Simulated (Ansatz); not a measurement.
The relaxed structure here is a generated cell of BeS: the first start was made by placing the elements on the sites of a structure type, and the end was not matched to a known phase here, so it may be hypothetical.

A relaxed structure of BeS. Level of theory: PBEsol (plane waves to 420 eV, PAW, scalar-relativistic; Ansatz, a program for electronic structure).

Pnma (No. 62), oP8; a = 5.9340 Å, b = 3.4740 Å, c = 5.9566 Å, α = β = γ = 90.00°.

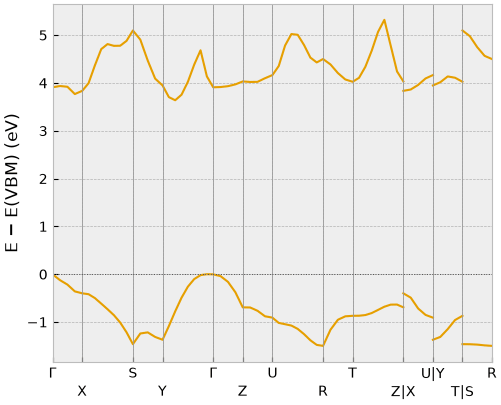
Highest filled and lowest empty band along the path of this cell's Brillouin zone

### Question
Read off the gap and say whether it is direct.

### Answer
3.64 eV, indirect (valence top at 88 % of the way from Y to Γ, conduction bottom at 25 % of the way from Y to Γ) (no spin-orbit coupling).

### Question
How far does the top valence band disperse along this path?

### Answer
About 1.5 eV.

No spin polarisation in the result.

The run could not lose the symmetry of its start, so the end can be a saddle point.
